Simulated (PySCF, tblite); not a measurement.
# C₅H₄F₃O₂ radical: geometry, infrared bands and EPR parameters

What infrared bands and EPR parameters should C₅H₄F₃O₂ radical (`C/[C]=C/C(=O)OC(F)(F)F`) show?

The runs use tblite 0.8.0 and PySCF 2.14.0, with density-fitted response routines of our own; the level of theory stands in each step. All values are computed, except where a source is named. Atoms are numbered from 0 throughout.

**1. The starting structure**

14 atoms, charge 0, multiplicity 2; geometry from: force field or distance geometry start.

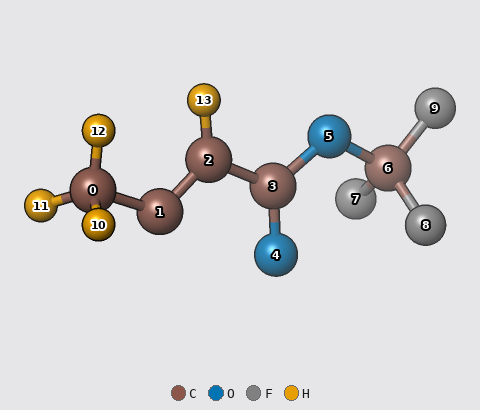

As it starts; carbon brown, oxygen blue, fluorine grey, hydrogen amber, atoms numbered.

**2. Optimising the geometry with GFN2-xTB**

Job settings and geometry (Å):

```
{"job": {"kind": "relax", "xc": "GFN2-xTB", "basis": "xTB"}, "charge": 0, "multiplicity": 2}
C      3.063000    -0.092800    -0.192100
C      1.626900     0.338300    -0.250800
C      0.729100    -0.339300     0.419700
C     -0.665300     0.164300     0.300600
O     -0.867100     1.182700    -0.399400
O     -1.728600    -0.468100     0.957800
C     -3.013700     0.104200     0.776500
F     -3.297700     0.071900    -0.567400
F     -3.073300     1.415100     1.164400
F     -3.892200    -0.707400     1.486500
H      3.607100     0.776700     0.240800
H      3.423900    -0.292200    -1.209100
H      3.135100    -0.930500     0.508700
H      0.951900    -1.223300     1.021700
```

Launch:

```bash
$ OMP_NUM_THREADS=1 python probes_run.py task.json out
```

The driver reads the jobs from task.json and runs them one after another.

Output:

```text
step      E/eV     max force
  0    -950.90215    3.723
  1    -951.33132    4.505
  2    -951.57154    1.315
  3    -951.64602    0.916
  4    -951.70365    0.804
  5    -951.73537    0.732
  6    -951.79206    0.734
  7    -951.84110    0.731
  8    -951.88372    0.772
  9    -951.91522    0.629
 10    -951.94040    0.383
 11    -951.95607    0.299
 12    -951.96448    0.213
 13    -951.96808    0.155
 14    -951.97127    0.219
 15    -951.97583    0.271
 16    -951.98080    0.233
 17    -951.98494    0.143
 18    -951.98777    0.141
 19    -951.98976    0.116
 20    -951.99103    0.075
 21    -951.99158    0.046
 22    -951.99178    0.037
 23    -951.99190    0.033
 24    -951.99199    0.026
 25    -951.99204    0.015
 26    -951.99206    0.014
 27    -951.99207    0.012
 28    -951.99209    0.012
 29    -951.99210    0.009
```

Wall time 0.19 s (1 thread of Arm Neoverse V1, shared host).

Along the way:

| step | energy from step 0 (eV) | largest force (eV/Å) |
| --- | --- | --- |
| 0 | 0.0000 | 3.7233 |
| 1 | -0.4292 | 4.5047 |
| 2 | -0.6694 | 1.3149 |
| 3 | -0.7439 | 0.9165 |
| 4 | -0.8015 | 0.8038 |
| 5 | -0.8332 | 0.7320 |
| 6 | -0.8899 | 0.7339 |
| 7 | -0.9389 | 0.7312 |
| 8 | -0.9816 | 0.7722 |
| 9 | -1.0131 | 0.6293 |
| 10 | -1.0382 | 0.3830 |
| 11 | -1.0539 | 0.2994 |
| 12 | -1.0623 | 0.2133 |
| 13 | -1.0659 | 0.1553 |
| 14 | -1.0691 | 0.2192 |
| 15 | -1.0737 | 0.2705 |
| 16 | -1.0787 | 0.2328 |
| 17 | -1.0828 | 0.1428 |
| 18 | -1.0856 | 0.1407 |
| 19 | -1.0876 | 0.1163 |
| 20 | -1.0889 | 0.0751 |
| 21 | -1.0894 | 0.0455 |
| 22 | -1.0896 | 0.0366 |
| 23 | -1.0897 | 0.0329 |
| 24 | -1.0898 | 0.0260 |
| 25 | -1.0899 | 0.0145 |
| 26 | -1.0899 | 0.0139 |
| 27 | -1.0899 | 0.0121 |
| 28 | -1.0899 | 0.0124 |
| 29 | -1.0900 | 0.0087 |

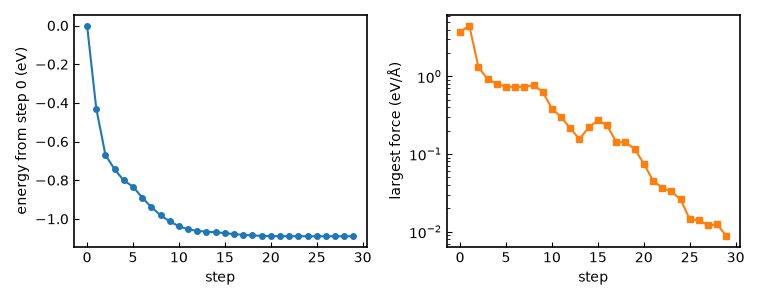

Energy and force, step by step.

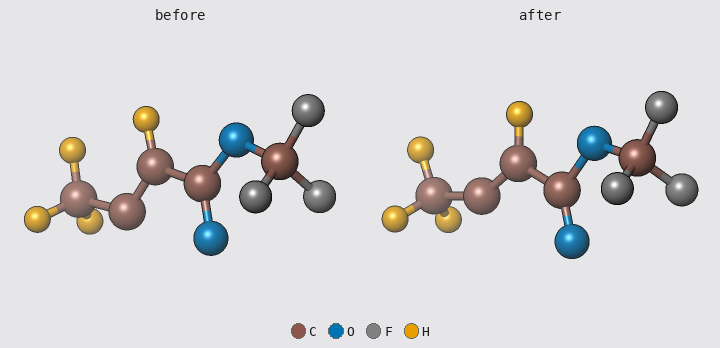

The geometry before (left) and after (right).

Close pairs (by a distance rule), those that changed most:

| bond | before (Å) | after (Å) | change (Å) |
| --- | --- | --- | --- |
| O5–C6 | 1.418 | 1.335 | -0.084 |
| C3–O4 | 1.252 | 1.188 | -0.064 |
| C0–C1 | 1.501 | 1.438 | -0.063 |
| C6–F9 | 1.391 | 1.332 | -0.059 |
| C6–F7 | 1.374 | 1.333 | -0.041 |
| C6–F8 | 1.368 | 1.333 | -0.035 |
| C2–C3 | 1.487 | 1.458 | -0.029 |
| C0–H10 | 1.113 | 1.091 | -0.023 |

The next job starts from the end point, and lists it.

**3. Harmonic vibrations with GFN2-xTB**

Job settings and geometry (Å):

```
{"job": {"kind": "ir", "xc": "GFN2-xTB", "basis": "xTB"}, "charge": 0, "multiplicity": 2}
C      3.141190    -0.095182    -0.163453
C      1.720915     0.106672    -0.070032
C      0.597285    -0.324673     0.439657
C     -0.677249     0.333957     0.178098
O     -0.920293     1.290438    -0.483301
O     -1.694100    -0.366893     0.872977
C     -2.952556     0.064198     0.762404
F     -3.419732     0.031087    -0.486054
F     -3.136465     1.304251     1.215988
F     -3.733179    -0.733734     1.489298
H      3.660235     0.797725     0.187239
H      3.419400    -0.256296    -1.205554
H      3.482121    -0.954585     0.427849
H      0.511753    -1.197438     1.092742
```

Output:

```text
mode    cm-1     km/mol
  1      43.2      0.59
  2      61.6      0.85
  3      82.5      1.78
  4      83.1      0.99
  5     133.0      0.90
  6     157.9      1.91
  7     232.3      7.03
  8     295.2      6.45
  9     322.0     11.38
 10     345.3      0.86
 11     393.6      0.95
 12     492.9      3.80
 13     547.7      7.41
 14     593.1     74.71
 15     605.3     16.79
 16     724.5     11.87
 17     768.0     56.60
 18     835.7    236.66
 19     907.2      1.76
 20     965.1    266.49
 21     986.4     15.69
 22    1026.2    214.98
 23    1079.0    459.79
 24    1098.0    124.95
 25    1114.2    278.07
 26    1161.4    788.08
 27    1222.3      8.16
 28    1358.8     16.83
 29    1401.0     15.14
 30    1413.0     20.53
 31    1759.6    486.97
 32    1828.9    388.79
 33    2861.2      0.87
 34    2882.2     11.50
 35    2992.4      2.21
 36    3001.2      0.67
```

Wall time 0.44 s (1 thread of Arm Neoverse V1, shared host).

Which atoms move in the most intense modes:

| cm⁻¹ | km/mol | atoms |
| --- | --- | --- |
| 836 | 236.7 | O5 33 %, F8 20 %, F7 20 %, C3 18 % |
| 965 | 266.5 | O5 29 %, C3 16 %, C0 11 % |
| 1026 | 215.0 | H13 20 %, C3 19 %, H12 16 %, C2 12 % |
| 1079 | 459.8 | C6 76 %, F7 12 %, F8 12 % |
| 1114 | 278.1 | C6 66 %, F9 13 % |
| 1161 | 788.1 | C6 52 %, H13 20 %, O5 18 % |
| 1760 | 487.0 | C1 54 %, C2 35 % |
| 1829 | 388.8 | C3 57 %, O4 34 % |

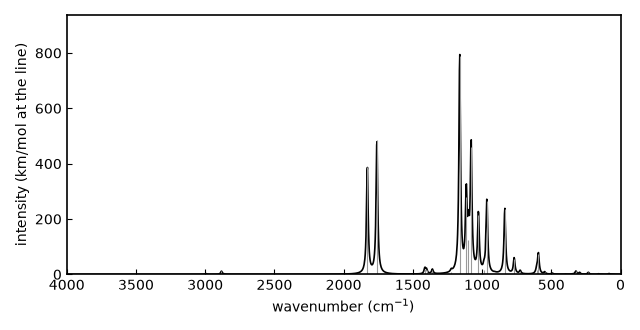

The infrared spectrum from these modes, unscaled. Lines are broadened to a width of 14 cm⁻¹ (Lorentzian).

**4. EPR parameters: B3LYP/pcH-1**

The job, as its differences from that of step 3:

```diff
@@ -1,2 +1,2 @@
-{"job": {"kind": "ir", "xc": "GFN2-xTB", "basis": "xTB"}, "charge": 0, "multiplicity": 2}
+{"job": {"kind": "epr", "basis": "pcH-1"}, "charge": 0, "multiplicity": 2}
 C      3.141190    -0.095182    -0.163453
```

With the program's defaults for keys left out, this is: UKS B3LYP, pcH-1 on C F H O, non-relativistic, mean-field spin-orbit, GIAO.

Output:

```text
UKS, coarse grid
  cycle   1  E = -642.55437160  |g| = 9.70e-01
  cycle   2  E = -641.82131038  |g| = 1.76e+00
  cycle   3  E = -642.83353711  |g| = 3.40e-01
  cycle   4  E = -642.87341450  |g| = 8.07e-02
  cycle   5  E = -642.87537233  |g| = 2.21e-02
  cycle   6  E = -642.87560647  |g| = 8.32e-03
  cycle   7  E = -642.87564625  |g| = 3.86e-03
  cycle   8  E = -642.87565939  |g| = 1.55e-03
  cycle   9  E = -642.87566656  |g| = 1.04e-03
  cycle  10  E = -642.87566774  |g| = 5.35e-04
UKS, final grid
  cycle   1  E = -642.87558263  |g| = 7.48e-04
  cycle   2  E = -642.87558230  |g| = 1.27e-03
  cycle   3  E = -642.87558298  |g| = 1.24e-04
  cycle   4  E = -642.87558301  |g| = 1.09e-04
  cycle   5  E = -642.87558303  |g| = 4.59e-05
  cycle   6  E = -642.87558304  |g| = 1.37e-05
E = -642.87558304 Eh   <S^2> = 0.7598 (exact 0.7500)
g shifts (ppm)      1          2          3
  rmc          -149       -149       -149
  gc             26          5         28
  oz_so        -958       -135        905
  total       -1081       -278        785
hyperfine (MHz)  atom isotope    a_iso     a_fc   dipolar eigenvalues
    0   13C       3.80       3.80     -4.09     -3.73      7.82
    1   13C     255.15     255.15    -86.75    -65.49    152.24
    2   13C     -20.47     -20.47    -17.38      0.38     17.00
    3   13C      69.01      69.01     -3.60     -2.78      6.38
    4   17O       0.66       0.66     -3.24     -2.67      5.91
    5   17O       0.47       0.47     -1.23      0.06      1.17
    6   13C       0.05       0.05     -0.21     -0.14      0.35
    7   19F      -0.56      -0.56     -0.43     -0.22      0.65
    8   19F      -0.54      -0.54     -0.44     -0.22      0.66
    9   19F       1.19       1.19     -1.07     -0.92      1.99
   10    1H      35.18      35.18     -6.60     -5.57     12.17
   11    1H      32.12      32.12     -6.57     -5.51     12.07
   12    1H     158.73     158.73     -5.74     -1.84      7.57
   13    1H     164.88     164.88     -5.21     -1.70      6.91
```

It took 1.8 min on 1 thread of Arm Neoverse V1, shared host; peak memory 0.96 GiB.

Principal g values 2.00124, 2.00204, 2.00310; g(iso) = 2.00213, against 2.00232 for a free electron.

Mean a(iso) over the nuclei that a row names, and the largest dipolar term of the row (other rows stand at the frozen geometry):

| nuclei | isotope | a(iso) (MHz) | a(iso) (G, at g = 2.0023) | largest dipolar term (MHz) |
| --- | --- | --- | --- | --- |
| C1 | 13C | 255.1 | 91.0 | 152.2 |
| H13 | 1H | 164.9 | 58.8 | 6.9 |
| H10, H11, H12 | 1H | 75.3 | 26.9 | 12.2 |
| C3 | 13C | 69.0 | 24.6 | 6.4 |
| C2 | 13C | -20.5 | -7.3 | -17.4 |
| C0 | 13C | 3.8 | 1.4 | 7.8 |
| O4 | 17O | 0.7 | 0.2 | 5.9 |
| O5 | 17O | 0.5 | 0.2 | -1.2 |
| C6 | 13C | 0.0 | 0.0 | 0.3 |
| F7, F8, F9 | 19F | 0.0 | 0.0 | 2.0 |

Mulliken spin populations:

C0 -0.06; C1 1.01; C2 -0.16; C3 0.04; O4 -0.02; O5 0.00; C6 0.00; F7 0.00; F8 0.00; F9 0.00; H10 0.01; H11 0.01; H12 0.08; H13 0.09

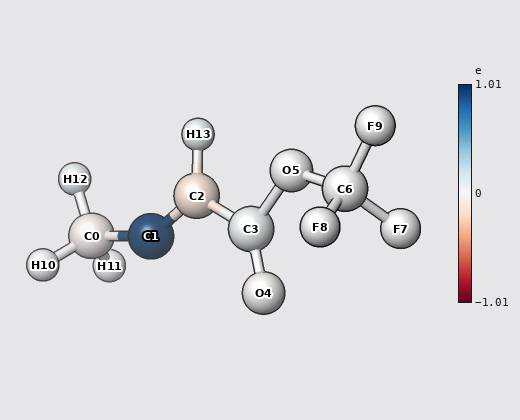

Mulliken spin populations, as colours on the atoms.

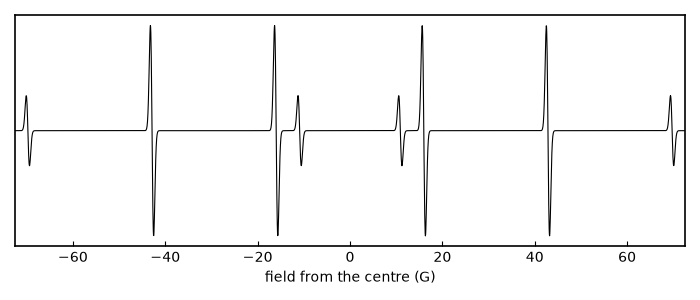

First-order isotropic spectrum (first derivative, main isotopes with spin only, couplings over 0.8 MHz, Gaussian width 0.3 G; couplings of the frozen geometry, rotation of groups not averaged beyond the rows shown).

Orbitals, density, ELF and potential are computed afterwards from the orbital file.

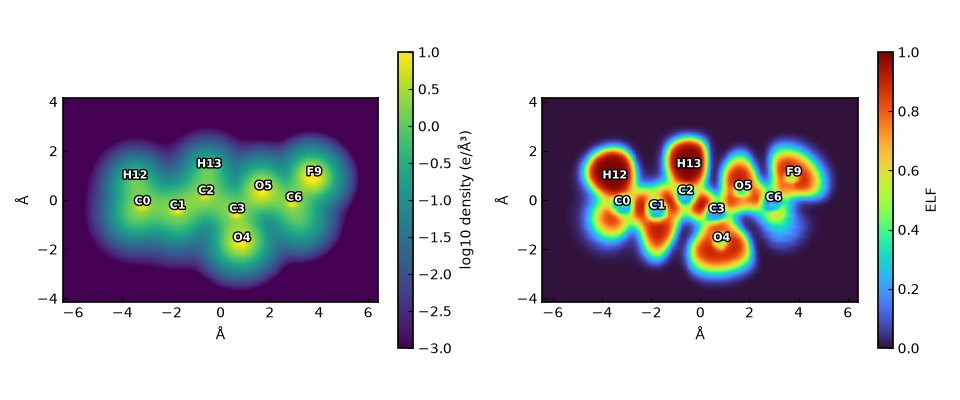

Density (left) and ELF (right) in a plane through or near 10 of the atoms.

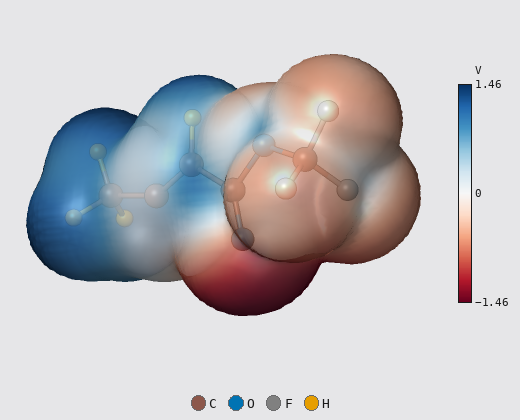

Electrostatic potential on the surface of density 0.002 e/bohr³; red is low, blue high. It runs from -1.46 V near O4 to 1.40 V near H12.

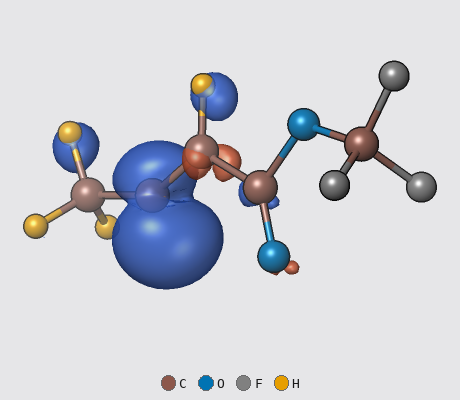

Spin density at ±0.05 e/Å³ (alpha excess blue, beta excess red).

**5. Outcome**

| quantity | value |
| --- | --- |
| strongest single infrared mode (GFN2-xTB) | 1161 cm⁻¹, 788 km/mol |
| zero-point energy (GFN2-xTB) | 51.1 kcal/mol |
| g(iso) (B3LYP) | 2.00213 |
| ⟨S²⟩ | 0.760 (exact 0.75) |
| largest a(iso) (averaged by class) | 13C on C1, 255.1 MHz |
| surface potential, least and greatest | -1.46 V and 1.40 V |

**Reading.** Relaxing lowered the energy by 1.090 eV in 29 steps; the close pair that moved most is O5–C6, from 1.418 to 1.335 Å. All 36 modes are real, so the xTB geometry is a minimum. The strongest single mode, at 1161 cm⁻¹, moves mainly C6. GFN2-xTB is a fitted tight-binding method: band positions and strengths are rough. Its intensities can rank the bands wrongly. Most of the unpaired spin sits on C1 (1.01 e). The isotropic g lies 0.2 ppt below the free-electron value.
